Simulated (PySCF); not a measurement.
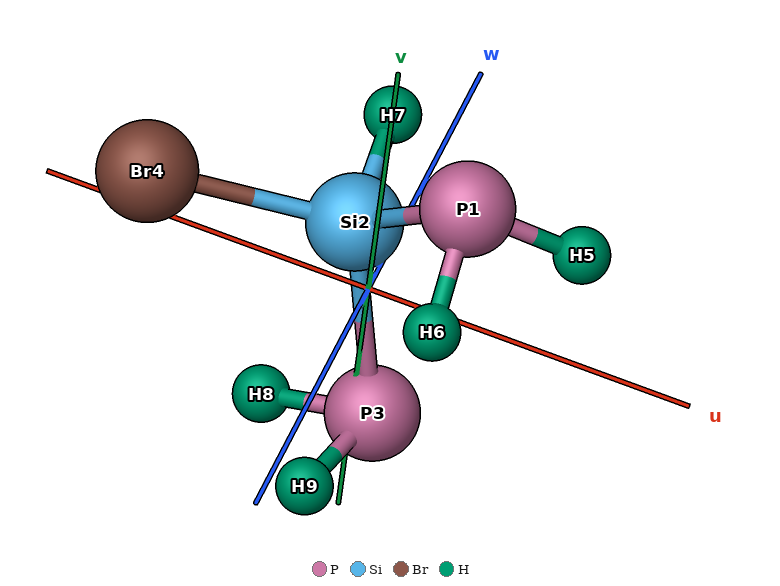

The lines u, v and w are the principal axes of the static dipole polarisability. The geometry was computed by an optimisation with GFN2-xTB. No frequency run is at hand to confirm it as a minimum. Computed with PBE0/def2-SVPD (PySCF 2.14.0).

> Along which axis is the molecule most polarisable, and along which least?

Most along v (close to the long direction P1···P3), least along w.

> Give the three principal values.

u 111.4, v 119.2, w 83.6 bohr³; mean 104.7, anisotropy 32.4 bohr³.

The geometry is semi-empirical. Around Br, P, Si such bond lengths and angles can be off by a tenth of an ångström or more and by several degrees, and values that hang on the shape move with them.
